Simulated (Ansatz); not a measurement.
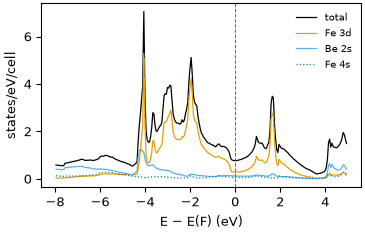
Fig. 1. Total and projected density of states of Be3Fe (Cu3Au type, space group No. 221), r²SCAN (plane waves, PAW; program Ansatz)

Question: Which orbitals carry the states next to the Fermi level?

Answer: Within 0.5 eV of the Fermi level: Fe 3d 45 %, Be 2s 13 %, Fe 4s 7 %, outside the projected shells 35 %. Projections are on Löwdin-orthogonalised atomic valence shells; empty p or d shells of many metals are not among them.

Question: Where is the tallest occupied peak in this window, and what makes it?

Answer: Near -4.0 eV, about 7.1 states/eV per cell; the largest projected share is Fe 3d.

Space group Pm-3m (Cu3Au type). The first step of the workflow began from a Materials Project structure, measured or hypothetical; the Crystallography Open Database copy checked does not list it. With Be and Fe taken as one species the cell has the higher symmetry Fm-3m, so it may be an ordered model of a mixed-site phase. Its standing as an ambient phase is unchecked. The r²SCAN relaxation kept the symmetry of its start; its stability against distortions is not shown here. Magnetic state: ferromagnetic, chosen from 3 collinear starts compared on coarse meshes (ties went to the first, and starts can fall back to one state), not a proven ground state. Other orbital occupations within this spin state were not tried.

Potentials: the later of the program's two PAW sets.
